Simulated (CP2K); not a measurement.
Consider 3-vinylpyrrole at its PBE geometry (Å).

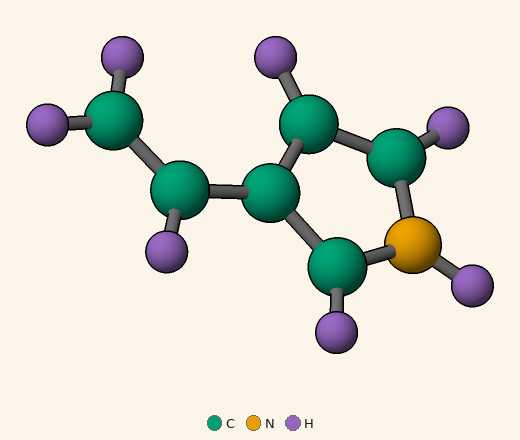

The molecule (carbon teal, nitrogen orange, hydrogen purple).

```xyz
14

C    -2.5094    0.3406    0.4962
C    -1.5801   -0.3947   -0.1409
C    -0.1421   -0.1800   -0.1185
C     0.6061    0.8344    0.5687
C     1.9418    0.6386    0.2885
N     2.0395   -0.4570   -0.5481
C     0.7871   -0.9640   -0.7993
H    -3.5686    0.1013    0.4172
H    -2.2406    1.1998    1.1117
H    -1.9143   -1.2443   -0.7443
H     0.2052    1.6214    1.1976
H     2.8259    1.1772    0.6090
H     2.9051   -0.8410   -0.9053
H     0.6443   -1.8323   -1.4324
```

Method: CP2K XAS_TDP, all-electron GAPW, PBEh(45%), aug-cc-pVDZ, TDA, no relativity.

**Question.** Where do the C K-edge lines lie, and how strong are they?

Leading lines: C1 280.82 eV, C2 281.20 eV, C3 282.12 eV, C4 281.90 eV, C5 282.66 eV and C7 282.33 eV. The leading line of an atom is its first one with 35 % of the strongest within 2.5 eV of its lowest line over the strength cut. 

The first six lines of each atom with a strength over 0.0015:

```tsv
atom	energy (eV)	states	strength, one atom
C1 (bonded to C and 2 H)	280.82	1	0.0469
	283.84	1	0.0054
	284.28	1	0.0132
	285.05	1	0.0030
	285.32	1	0.0070
	285.76	1	0.0022
C2 (bonded to 2 C and H)	281.20	1	0.0494
	284.28	1	0.0118
	286.07	1	0.0025
	286.42	1	0.0078
	286.84	1	0.0061
	287.28	1	0.0028
C3 (bonded to 3 C)	282.12	1	0.0338
	283.98	1	0.0057
	284.94	1	0.0181
	285.89	1	0.0026
	286.25	1	0.0015
	286.96	1	0.0028
C4 (bonded to 2 C and H)	281.90	1	0.0466
	283.92	1	0.0059
	284.38	1	0.0037
	285.08	1	0.0015
	285.69	1	0.0086
	286.01	1	0.0018
C5 (bonded to C, N and H)	282.66	1	0.0529
	284.54	1	0.0101
	285.45	1	0.0029
	286.26	1	0.0039
	286.52	1	0.0020
	287.15	1	0.0061
C7 (bonded to C, N and H)	282.33	1	0.0505
	284.56	1	0.0099
	285.41	1	0.0039
	286.24	1	0.0035
	287.29	1	0.0053
	287.35	1	0.0073
```

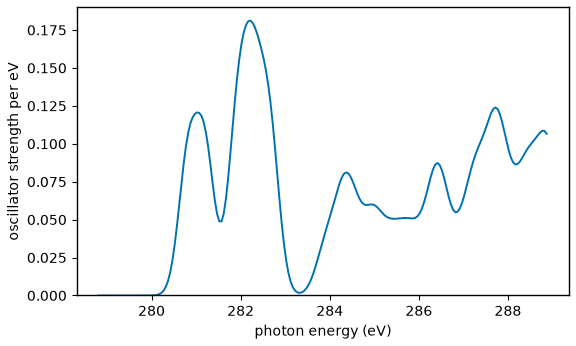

All atoms added, broadened by 0.5 eV.

Lines are vertical, at one geometry, with no vibrational structure. Without a correction of the core level, line positions, and the gaps between valence and Rydberg lines, follow the share of exact exchange. At this level such K lines come out 3 to 6 eV under measured ones. These values hold no scalar relativity, about 0.1 eV for C 1s. Rydberg lines, and the discretised continuum above threshold, depend on the basis and the box.

[Banner, clock and machine lines of the logs are left out without a mark of their own.]

[Logs are printed without paths, hosts, clocks, repeated set-up lines and the standing remarks that a program may print on its own settings, such as how far it seeks lower states.]

[Hosts, paths, dates, database ids (printed as entryN), source tags and the programs' standing remarks are cut or masked in the printed files.]
